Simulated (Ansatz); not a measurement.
```xyz
7

O    -0.472    1.224    0.429
B    -0.026   -0.010    0.088
O    -0.464   -0.587   -1.065
S     1.156   -0.866    1.194
H    -1.085    1.569   -0.232
H    -0.106   -1.463   -1.237
H     1.201    0.127    2.105
```

Where will the first 6 clear peaks of this molecule's radial distribution curve from gas electron diffraction lie, and which pairs make them?

Peak 1, 0.96 Å: O–H 0.96 Å (×2)
Peak 2, 1.36 Å: S–H 1.35 Å, O–B 1.36 Å (×2)
Peak 3, 1.83 Å: S–B 1.83 Å, B···H 1.93–1.97 Å (×2), not resolved
Peak 4, 2.36 Å: O···O 2.35 Å, O···H 2.39 Å
Peak 5, 2.77 Å: S···O 2.76–2.79 Å (×2)
Peak 6, 3.62 Å: S···H 3.60 Å, O···H 3.65 Å

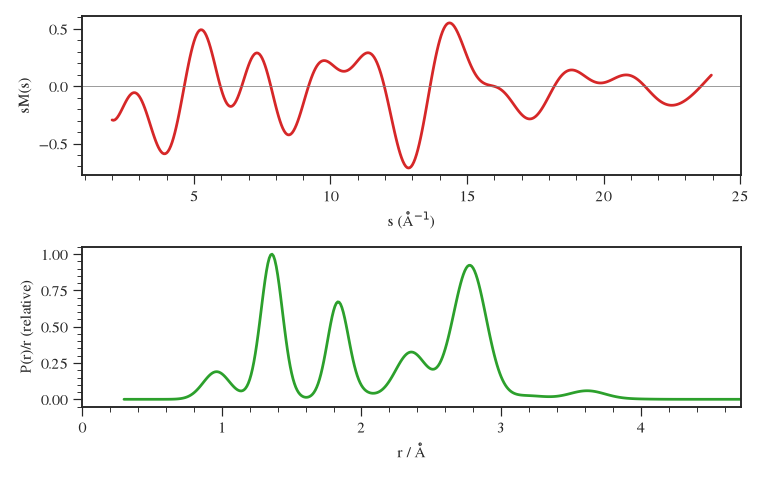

Simulated gas electron diffraction: reduced molecular intensity sM(s) from the Debye equation in the first Born approximation (top) and the radial distribution curve (bottom) of BH3O2S. Each pair of atoms contributes with weight ZᵢZⱼ/r; damping constant 0.0015 Å²; vibrational amplitudes assumed, not computed: 0.05 Å for bonds, 0.078 Å for bonds to H, 0.06 + 0.015 r up to 0.15 Å for other pairs. The geometry is the end point of an optimisation (RKS PBE0/def2-SVP (Ansatz 0.2.0)); it may be a saddle point or a higher isomer.
